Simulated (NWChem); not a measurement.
**[SnH5]− (SMILES [H][Sn-]([H])([H])([H])[H]) at 3 levels**

Wanted: a comparison of 3 runs (B3LYP/def2-SVP, PBE0/def2-SVP, MP2/def2-SVP) of [SnH5]−. 

The results are computed with NWChem 7.3.0.

**1. The molecule**

The species is [SnH5]− (6 atoms), meant as a singlet with charge -1. As SMILES, `[H][Sn-]([H])([H])([H])[H]`. Geometry: a GFN2-xTB relaxation, a rough one for these elements and not checked as a minimum.

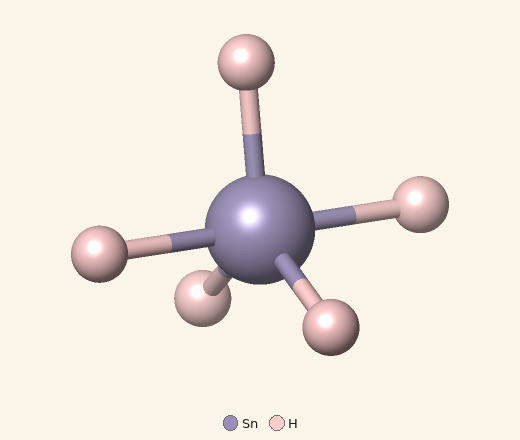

The structure, seen from a chosen angle (tin purple, hydrogen pink).

**2. Energy and forces at B3LYP/def2-SVP (core potential) (run 1)**

h5sn.nw reads:

```
start h5sn
memory 2200 mb
charge -1

geometry noautosym nocenter noautoz
Sn       0.000450      -0.001410       0.000420
H       -0.020070      -0.006290       1.885790
H        0.020250       0.010720      -1.888030
H        1.782780       0.010780       0.018860
H       -0.902470       1.535970      -0.003420
H       -0.880950      -1.549760      -0.013620
end

basis spherical bse
* library def2-SVP
end

ecp bse
Sn library def2-SVP
end

dft
xc b3lyp
grid xfine
convergence energy 1e-08
iterations 100
mulliken
print low
end

task dft gradient
```

The run is started by

```
$ nwchem h5sn.nw > h5sn.out
```

Output:

```text
[...]
 d= 0,ls=0.0,diis     1   -217.1200590656 -2.51D+02  4.60D-02  1.57D+00     1.3
[...]
 d= 0,ls=0.0,diis     7   -217.3002832697 -3.17D-09  3.49D-07  4.30D-11     8.3
         Total DFT energy =     -217.300283269656
      One electron energy =     -452.347835634966
           Coulomb energy =      221.354047775700
    Exchange-Corr. energy =      -20.118110246233
 Nuclear repulsion energy =       33.811614835842
[...]
      Total Density - Mulliken Population Analysis
     ---------------------------------------------
    Atom       Charge   Shell Charges
 -----------   ------   -------------------------------------------------------
    1 Sn  22    21.70   0.42  1.60  1.02  0.28  2.76  3.25  1.37  0.87  9.72  0.42
    2 H    1     1.32   0.69  0.63  0.00
    3 H    1     1.32   0.69  0.63  0.00
    4 H    1     1.22   0.69  0.52  0.01
    5 H    1     1.22   0.69  0.52  0.01
    6 H    1     1.22   0.69  0.52  0.01
[...]
                         DFT ENERGY GRADIENTS
    atom               coordinates                        gradient
                 x          y          z           x          y          z
   1 Sn      0.000850  -0.002665   0.000794    0.000066  -0.000412   0.000274
   2 H      -0.037927  -0.011886   3.563626   -0.000045   0.000070  -0.000549
   3 H       0.038267   0.020258  -3.567859   -0.000006   0.000178   0.000177
   4 H       3.368966   0.020371   0.035640   -0.001370   0.000038  -0.000014
   5 H      -1.705421   2.902562  -0.006463    0.000680  -0.001158  -0.000015
   6 H      -1.664754  -2.928622  -0.025738    0.000675   0.001284   0.000128
 Task  times  cpu:        9.9s     wall:        9.9s
 Total times  cpu:        9.9s     wall:        9.9s
```

Wall time 11 s (1 thread of Intel Xeon 6975P-C (Granite Rapids), shared host); peak memory 0.13 GiB.

**3. Energy and gradient at PBE0/def2-SVP (core potential) (run 2)**

run.py reads:

```python
from ase import Atoms
from ase.calculators.nwchem import NWChem

mol = Atoms(['Sn', 'H', 'H', 'H', 'H', 'H'], positions=[
    [0.000450, -0.001410, 0.000420],
    [-0.020070, -0.006290, 1.885790],
    [0.020250, 0.010720, -1.888030],
    [1.782780, 0.010780, 0.018860],
    [-0.902470, 1.535970, -0.003420],
    [-0.880950, -1.549760, -0.013620],
])

calc = NWChem(
    label='geom',
    theory='dft',
    memory='2200 mb',
    basis='def2-SVP',
    basispar='spherical bse',
    charge=-1,
    dft={'xc': 'pbe0', 'mult': '1', 'grid': 'xfine', 'convergence': 'energy 1e-08', 'iterations': '100', 'mulliken': None},
    **{'ecp bse': {'Sn library': 'def2-SVP'}},
)
mol.calc = calc

forces = mol.get_forces()
e = mol.get_potential_energy()
print(f"E = {e:.6f} eV")
print("forces (eV/A):")
for s, f in zip(mol.symbols, forces):
    print(f"{s:2s} {f[0]:10.5f} {f[1]:10.5f} {f[2]:10.5f}")
print("dipole (e A):", mol.get_dipole_moment().round(4))
```

The run is started by

```
$ export ASE_NWCHEM_COMMAND="nwchem PREFIX.nwi > PREFIX.nwo"
$ python run.py
```

Output:

```text
E = -5910.708606 eV
forces (eV/A):
Sn   -0.00350    0.02129   -0.01430
H     0.00298   -0.00345   -0.03641
H    -0.00036   -0.00951    0.05579
H    -0.02119   -0.00252   -0.00026
H     0.01142   -0.01944    0.00093
H     0.01059    0.01358   -0.00581
dipole (e A): [ 0.0002 -0.0025  0.0022]
```

The calculator wrote geom.nwi:

```
title "geom"

permanent_dir geom

scratch_dir geom

start geom

geometry units angstrom nocenter noautosym noautoz
  Sn 4.4999999999999999e-04 -1.4100000000000000e-03 4.2000000000000002e-04
  H  -2.0070000000000001e-02 -6.2899999999999996e-03 1.8857900000000001e+00
  H  2.0250000000000001e-02 1.0720000000000000e-02 -1.8880300000000001e+00
  H  1.7827800000000000e+00 1.0780000000000000e-02 1.8859999999999998e-02
  H  -9.0246999999999999e-01 1.5359700000000001e+00 -3.4199999999999999e-03
  H  -8.8095000000000001e-01 -1.5497600000000000e+00 -1.3620000000000000e-02
end

charge -1

memory 2200 mb

basis spherical bse noprint
   * library def2-SVP
end

dft
  xc pbe0
  mult 1
  grid xfine
  convergence energy 1e-08
  iterations 100
  mulliken
end
ecp bse
  Sn library def2-SVP
end

task dft gradient
```

geom.nwo:

```text
Northwest Computational Chemistry Package (NWChem) 7.3.0
             --------------------------------------------------------

           Job information
           ---------------

    nwchem branch   = 7.3.0
    use scalapack   = T
    input           = geom.nwi
    prefix          = geom.
    data base       = geom/geom.db
    status          = startup
    nproc           =        1

           Memory information
           ------------------

    heap     =     72089596 doubles =      550.0 Mbytes
    stack    =     72089601 doubles =      550.0 Mbytes
    global   =    144179200 doubles =     1100.0 Mbytes (distinct from heap & stack)
    total    =    288358397 doubles =     2200.0 Mbytes
    verify   = yes
    hardfail = no

[... 98 lines left out ...]
  convergence criterion.
[... 38 lines left out ...]
          Spatial weights used:  Erf1
[... 79 lines left out ...]
         Total DFT energy =     -217.214536619978
[... 3 lines left out ...]
 Nuclear repulsion energy =       33.811614835842
[... 442 lines left out ...]
          Convergence on gradient requested:  5.00D-04
[... 25 lines left out ...]
          total energy or number of iterations.
[... 37 lines left out ...]
                 ----------------------------------------
                 |  Time  |  1-e(secs)   |  2-e(secs)   |
                 ----------------------------------------
                 |  CPU   |       0.01   |       0.28   |
                 ----------------------------------------
                 |  WALL  |       0.01   |       0.28   |
                 ----------------------------------------

 Task  times  cpu:        9.7s     wall:        9.7s
 Total times  cpu:        9.7s     wall:        9.7s
```

Wall time 11 s (1 thread of Intel Xeon 6975P-C (Granite Rapids), shared host); peak memory 0.13 GiB.

**4. Energy and forces at MP2/def2-SVP (core potential) (run 3)**

struct.nw reads:

```
echo
start struct
memory stack 880 mb heap 220 mb global 1100 mb
charge -1

geometry noautosym nocenter noautoz
Sn     0.000450    -0.001410     0.000420
H     -0.020070    -0.006290     1.885790
H      0.020250     0.010720    -1.888030
H      1.782780     0.010780     0.018860
H     -0.902470     1.535970    -0.003420
H     -0.880950    -1.549760    -0.013620
end

basis "ao basis" spherical bse
* library def2-SVP
end

ecp bse
Sn library def2-SVP
end

scf
thresh 1e-08
maxiter 80
end

mp2
freeze core 4
tight
end

task mp2 gradient
```

The run is started by

```
$ nwchem struct.nw > struct.out
```

Output:

```text
[...]
  functions       =    51
[...]
  wavefunction    = RHF
[...]
         Total SCF energy =   -216.149290444836
      One-electron energy =   -451.942807764322
      Two-electron energy =    201.981902483643
 Nuclear repulsion energy =     33.811614835842
        Time for solution =      2.6s
[...]
          Total MP2 energy          -216.305039563173
[...]
                         mp2 ENERGY GRADIENTS
    atom               coordinates                        gradient
                 x          y          z           x          y          z
   1 Sn      0.000850  -0.002665   0.000794    0.000081  -0.000462   0.000282
   2 H      -0.037927  -0.011886   3.563626   -0.000091   0.000066   0.003314
   3 H       0.038267   0.020258  -3.567859    0.000033   0.000218  -0.003708
   4 H       3.368966   0.020371   0.035640    0.003906   0.000079   0.000042
   5 H      -1.705421   2.902562  -0.006463   -0.001992   0.003390  -0.000027
   6 H      -1.664754  -2.928622  -0.025738   -0.001936  -0.003291   0.000097
[...]
```

Run time: 6.9 s. Hardware: 1 thread of Intel Xeon 6975P-C (Granite Rapids), shared host; peak memory 0.12 GiB.

**5. All runs side by side**

| run | level | integration grid | iteration cap | energy (Eh) | largest force (eV/Å) | wall time |
| --- | --- | --- | --- | --- | --- | --- |
| 1 | B3LYP/def2-SVP (core potential) | xfine | 100 | -217.300283 | 0.075 | 11 s |
| 2 | PBE0/def2-SVP (core potential) | xfine | 100 | -217.214537 | 0.057 | 11 s |
| 3 | MP2/def2-SVP (core potential) | – | 80 | -216.305040 | 0.202 | 6.9 s |

**6. Summary of results**

| quantity | value |
| --- | --- |
| run 3: total energy | -216.30504 Eh |
| run 3: HOMO energy (Hartree–Fock orbitals) | -2.62 eV |
| run 3: LUMO energy (Hartree–Fock orbitals) | 8.95 eV |
| run 3: HOMO–LUMO gap (to an unbound level, set by the basis) | 11.57 eV |
| run 3: correlation energy (4 core orbitals frozen) | -155.7 mEh |
| run 3: largest force on an atom | 0.202 eV/Å |

In words: Totals of different functionals can't be ranked against each other. In run 2 the HOMO lies above zero, so the outermost electron may be held by the basis alone. All runs together took 28 s, the longest 11 s.
